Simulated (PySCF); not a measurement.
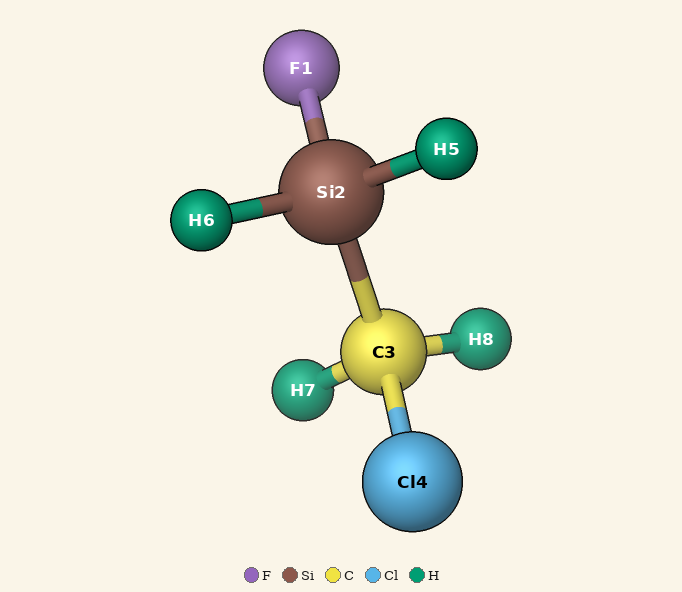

Computed geometry: PBE0-D3(BJ)/def2-TZVP optimisation. No frequency run is at hand to confirm it as a minimum. Method: GIAO ωB97X-D/pcSseg-2 NMR shielding, non-relativistic, gas phase (PySCF 2.14.0), and the same with a continuum solvent (IEF-PCM, Bondi radii x 1.2, gas-phase geometry).

How do dipole (D), HOMO–LUMO gap (eV), σ(Cl4) (ppm), σ(F1) (ppm), σ(H7) (ppm) change in chloroform (ε = 4.7)?

```json
{"medium": "gas phase", "dipole (D)": "0.65", "HOMO–LUMO gap (eV)": "11.89", "σ(Cl4) (ppm)": "974.5", "σ(F1) (ppm)": "371.9", "σ(H7) (ppm)": "28.60"}
{"medium": "chloroform", "dipole (D)": "0.87", "HOMO–LUMO gap (eV)": "11.93", "σ(Cl4) (ppm)": "983.6", "σ(F1) (ppm)": "376.0", "σ(H7) (ppm)": "28.32"}
```
